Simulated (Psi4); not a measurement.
# SF (Monosulfur monofluoride) at U-r2SCAN/cc-pCVTZ (sweep point 4)

What is the vertical doublet–quartet gap of SF (Monosulfur monofluoride) at U-r2SCAN/cc-pCVTZ (sweep point 4)? 

The calculation is run with Psi4 1.11.

### 1 The molecule

SF has 2 atoms, charge 0, and is taken as a doublet. As SMILES, `F[S]`. The coordinates come from a PBE0-D4/def2-TZVP relaxation.

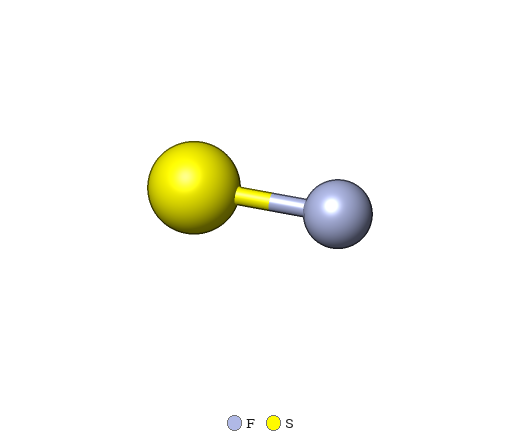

Viewed from a chosen angle; fluorine light blue, sulfur yellow.

### 2 The energy at U-r2SCAN/cc-pCVTZ (sweep point 4)

fs.dat reads:

```
memory 1600 MB

molecule {
  0 2
  F      0.000000     0.000000     0.016120
  S      0.000000     0.000000     1.610410
  units angstrom
  symmetry c1
}

set {
  basis                cc-pCVTZ
  reference            uks
  puream               true
  scf_type             pk
  dft_radial_points    99
  dft_spherical_points 590
  maxiter              100
}

E, wfn = energy("r2scan", return_wfn=True)
```

On the command line:

```bash
$ psi4 -i fs.dat -o fs.out -n 1
```

fs.out:

```text
[...]
  Running in c1 symmetry.
[...]
  Nuclear repulsion =   47.796522801046237
[...]
  Multiplicity = 2
[...]
  Nalpha       = 13
  Nbeta        = 12
[...]
    Number of basis functions: 102
[...]
   @UKS iter   1:  -497.92266920719760   -1.99583e-01   4.01296e-03 DIIS/ADIIS
[...]
   @UKS iter   9:  -497.95175979322448   -2.40052e-08   5.63054e-07 DIIS
[...]
   @S^2 Observed:                7.574868984E-01
[...]
    Orbital Energies [Eh]
    ---------------------
    Alpha Occupied:
       1A    -88.621829     2A    -24.538840     3A     -7.928585
       4A     -5.878391     5A     -5.877261     6A     -5.860268
       7A     -1.211879     8A     -0.692889     9A     -0.477190
      10A     -0.464213    11A     -0.444917    12A     -0.282369
      13A     -0.234358
    Alpha Virtual:
      14A     -0.088212    15A      0.251225    16A      0.265110
      17A      0.275584    18A      0.275653    19A      0.288532
      20A      0.304115    21A      0.322058    22A      0.354588
      23A      0.482763    24A      0.759782    25A      0.803494
[...]
  @UKS Final Energy:  -497.95175979322448
   => Energetics <=
    Nuclear Repulsion Energy =             47.7965228010462369
    One-Electron Energy =                -783.9329180468521372
    Two-Electron Energy =                 274.2379559197950130
    DFT Exchange-Correlation Energy =     -36.0533204672135810
    Empirical Dispersion Energy =           0.0000000000000000
    VV10 Nonlocal Energy =                  0.0000000000000000
    Total Energy =                       -497.9517597932244826
[...]
 Multipole Moments:
 ------------------------------------------------------------------------------------
     Multipole            Electronic (a.u.)      Nuclear  (a.u.)        Total (a.u.)
 ------------------------------------------------------------------------------------
 L = 1.  Multiply by 2.5417464519 to convert [e a0] to [Debye]
 Dipole X            :          0.0000000            0.0000000            0.0000000
 Dipole Y            :         -0.0000000            0.0000000           -0.0000000
 Dipole Z            :         -0.7047852            0.9590779            0.2542927
 Magnitude           :                                                    0.2542927
[...]
```

It took 18 s on 1 thread of Intel Xeon at 2.70GHz, shared host; peak memory 0.92 GiB.

### 3 The quartet at the same level

calc.inp reads:

```
memory 1600 mb

molecule geom {
  0 4
  F      0.000000     0.000000     0.016120
  S      0.000000     0.000000     1.610410
  symmetry c1
}

set {
  reference uks
  puream true
  scf_type pk
  dft_radial_points 99
  dft_spherical_points 590
  maxiter 100
}

e = energy('r2scan/cc-pCVTZ')
print_variables()
```

On the command line:

```bash
$ psi4 -n 1 calc.inp calc.out
```

calc.out:

```text
[...]
  Running in c1 symmetry.
[...]
  Nuclear repulsion =   47.796522801046237
[...]
  Multiplicity = 4
[...]
  Nalpha       = 14
  Nbeta        = 11
[...]
    Number of basis functions: 102
[...]
   @UKS iter   1:  -497.82327452085224   -1.00188e-01   4.33140e-03 ADIIS/DIIS
[...]
   @UKS iter   8:  -497.85926124793292   -7.35124e-08   8.67363e-07 DIIS
[...]
   @S^2 Observed:                3.753354991E+00
[...]
    Orbital Energies [Eh]
    ---------------------
    Alpha Occupied:
       1A    -88.643582     2A    -24.514180     3A     -7.944597
       4A     -5.892431     5A     -5.892431     6A     -5.888963
       7A     -1.204345     8A     -0.725987     9A     -0.489202
      10A     -0.457952    11A     -0.457952    12A     -0.294932
      13A     -0.294932    14A     -0.127321
    Alpha Virtual:
      15A      0.228754    16A      0.230917    17A      0.230917
      18A      0.253719    19A      0.253719    20A      0.280058
      21A      0.309970    22A      0.309970    23A      0.455909
      24A      0.743001    25A      0.804753    26A      0.804753
[...]
  @UKS Final Energy:  -497.85926124793292
   => Energetics <=
    Nuclear Repulsion Energy =             47.7965228010462369
    One-Electron Energy =                -783.8084932888157255
    Two-Electron Energy =                 274.2446051628322721
    DFT Exchange-Correlation Energy =     -36.0918959229956400
    Empirical Dispersion Energy =           0.0000000000000000
    VV10 Nonlocal Energy =                  0.0000000000000000
    Total Energy =                       -497.8592612479329205
[...]
 Multipole Moments:
 ------------------------------------------------------------------------------------
     Multipole            Electronic (a.u.)      Nuclear  (a.u.)        Total (a.u.)
 ------------------------------------------------------------------------------------
 L = 1.  Multiply by 2.5417464519 to convert [e a0] to [Debye]
 Dipole X            :         -0.0000000            0.0000000           -0.0000000
 Dipole Y            :          0.0000000            0.0000000            0.0000000
 Dipole Z            :         -0.7512440            0.9590779            0.2078339
 Magnitude           :                                                    0.2078339
[...]
```

Run time: 18 s. Hardware: 1 thread of Intel Xeon at 2.70GHz, shared host; peak memory 0.92 GiB.

### 4 Outcome

Level: U-r2SCAN/cc-pCVTZ (sweep point 4).

```
                                        quantity          value
                           doublet: total energy  -497.95176 Eh
                          doublet: dipole moment         0.65 D
     doublet: HOMO energy (highest over α and β)       -6.03 eV
      doublet: LUMO energy (lowest over α and β)       -5.04 eV
                                   doublet: ⟨S²⟩          0.757
                           quartet: total energy  -497.85926 Eh
                          quartet: dipole moment         0.53 D
     quartet: HOMO energy (highest over α and β)       -3.46 eV
                                   quartet: ⟨S²⟩          3.753
vertical energy of the quartet above the doublet       2.517 eV
```

At this shape the quartet lies 2.52 eV (243 kJ/mol) above the doublet.
